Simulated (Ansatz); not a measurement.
# LiH (SMILES [LiH]): a first try and a second

Aim: the energy of LiH at BLYP-D3(BJ)-ATM/pcseg-2 (sfX2C).

The results are computed with Ansatz 0.2.0.

11 further runs of the same task are left out: 2 for a known fault of the program, 2 that didn't finish, 7 set aside as unsound or not needed.

## 1. Starting point

LiH has 2 atoms, charge 0, and is taken as a singlet. As SMILES, `[LiH]`. The bond length is the measured one.

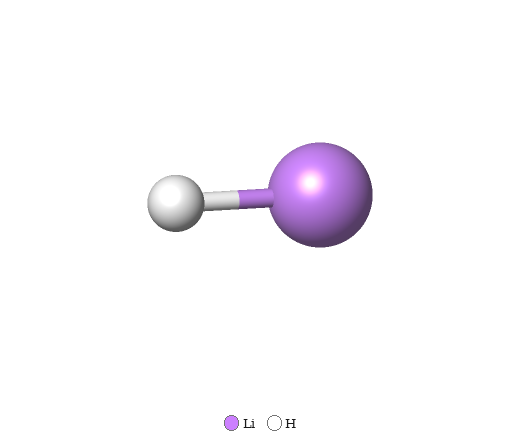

Viewed from a chosen angle; lithium purple, hydrogen white.

## 2. The input as first written

input.yaml reads:

```yaml
crystal:
  periodic: [false, false, false]
  atoms:
    - {symbol: Li, position_ang: [0.000000, 0.000000, 0.000000]}
    - {symbol: H, position_ang: [0.000000, 0.000000, 1.595700]}
basis:
  gaussian:
    orbitals: pcseg-2
    final_grid: {core_spheres: 1, valence_spheres: 1, degree: 3}
hamiltonian: {xc: {name: BLYP}, dispersion: d3bjatm, pseudopotentials: {relativity: scalar}}
```

Started as:

```sh
$ ansatz run input.yaml --threads 1 --pin off --max-ram 2610MiB --events-out events.jsonl --progress --plain --runs-dir runs
```

Log:

```text
Warning: RAYON_NUM_THREADS=1 ignored (pool sized by the plan → 1); use --threads N
Functional definition: BLYP
  name "BLYP"
  parameter beta = 0.0042
  parameter a = 0.04918
  parameter b = 0.132
  parameter c = 0.2533
  parameter d = 0.349
  exchange = b88_x(beta = beta)
  correlation = lyp_c(a = a, b = b, c = c, d = d)
188 factors; their error is unknown
mean field evaluation 1: about -218.0948 eV, gradient 1.7e1 eV
mean field evaluation 2: about -213.3208 eV, gradient 2.2e1 eV
mean field evaluation 4: about -219.7092 eV, gradient 5.0e-1 eV
mean field evaluation 8: about -219.1996 eV, gradient 2.7e-1 eV
mean field evaluation 16: about -219.2964 eV, gradient 3.5e-2 eV
mean field evaluation 32: about -219.2942 eV, gradient 6.5e-7 eV
mean field -219.29421738 eV, -8.0589138458 hartree, gradient 4.5e-5 eV, S^2 0.000000; 0 other end points of the search recorded, 0 dependent functions left out
reference -219.29422229 eV, -8.0589140261 hartree; 2, 2 occupied and 27, 27 virtual orbitals, 188 factors
Total energy: -219.30837869 eV, -8.0594342643 hartree
Relativity: scalar
```

Run time: 0.12 s. Hardware: 1 thread of Arm Neoverse V2, shared host.

## 3. Diagnosis

The program ended normally, but the settings are unsound, so its numbers aren't properties of the molecule.

The fault: the grid is far too coarse. To mend it: integration grid default in place of 1,1,3.

## 4. The mended input

input.yaml reads:

```yaml
crystal:
  periodic: [false, false, false]
  atoms:
    - {symbol: Li, position_ang: [0.000000, 0.000000, 0.000000]}
    - {symbol: H, position_ang: [0.000000, 0.000000, 1.595700]}
basis:
  gaussian: {orbitals: pcseg-2}
hamiltonian: {xc: {name: BLYP}, dispersion: d3bjatm, pseudopotentials: {relativity: scalar}}
output: {orbitals: {seedname: orbitals}}
```

Started as:

```sh
$ ansatz run input.yaml --threads 1 --pin off --max-ram 2610MiB --events-out events.jsonl --progress --plain --runs-dir runs
```

Log:

```text
Warning: RAYON_NUM_THREADS=1 ignored (pool sized by the plan → 1); use --threads N
Functional definition: BLYP
  name "BLYP"
  parameter beta = 0.0042
  parameter a = 0.04918
  parameter b = 0.132
  parameter c = 0.2533
  parameter d = 0.349
  exchange = b88_x(beta = beta)
  correlation = lyp_c(a = a, b = b, c = c, d = d)
188 factors; their error is unknown
mean field evaluation 1: about -218.0948 eV, gradient 1.7e1 eV
mean field evaluation 2: about -213.3208 eV, gradient 2.2e1 eV
mean field evaluation 4: about -219.7092 eV, gradient 5.0e-1 eV
mean field evaluation 8: about -219.6758 eV, gradient 3.2e-3 eV
mean field -219.67584661 eV, -8.0729384614 hartree, gradient 5.7e-6 eV, S^2 0.000000; 0 other end points of the search recorded, 0 dependent functions left out
reference -219.67610922 eV, -8.0729481120 hartree; 2, 2 occupied and 27, 27 virtual orbitals, 188 factors
Total energy: -219.69026562 eV, -8.0734683502 hartree
Relativity: scalar
```

Run time: 0.24 s. Hardware: 1 thread of Arm Neoverse V2, shared host.

## 5. Summary of results

Level: BLYP-D3(BJ)-ATM/pcseg-2 (sfX2C).

| quantity | value |
| --- | --- |
| total energy | -8.07347 Eh |
| HOMO energy | -4.32 eV |
| LUMO energy | -1.67 eV |
| HOMO–LUMO gap | 2.64 eV |
| dispersion energy | -1.37 kJ/mol |

In words: The first attempt's energy was +0.382 eV off this one.
